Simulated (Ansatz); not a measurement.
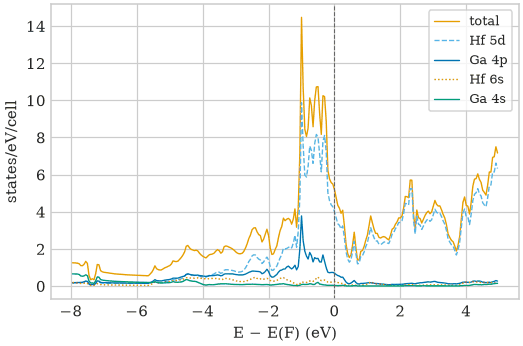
Fig. 1. Total and projected density of states of Hf₂Ga in space group I4/mcm (No. 140; Ga on 4a, Hf on 8h), r²SCAN (plane waves, PAW; program Ansatz)

Question: Which orbitals carry the states next to the Fermi level?

Answer: Within 0.5 eV of the Fermi level: Hf 5d 78 %, Ga 4p 13 %. Projections are on Löwdin-orthogonalised atomic valence shells; empty p or d shells of many metals are not among them.

Question: Where is the tallest occupied peak in this window, and what makes it?

Answer: Near -1.0 eV, about 14 states/eV per cell; the largest projected share is Hf 5d.

The workflow started from an entry of the Crystallography Open Database (COD). Whether it is the stable phase at ambient conditions was not checked. The r²SCAN relaxation kept the symmetry of its start; its stability against distortions is not shown here. The run is not spin-polarised. Scalar-relativistic: spin–orbit coupling is off unless named, which matters more the heavier the elements.

Potentials: the later of the program's two PAW sets.
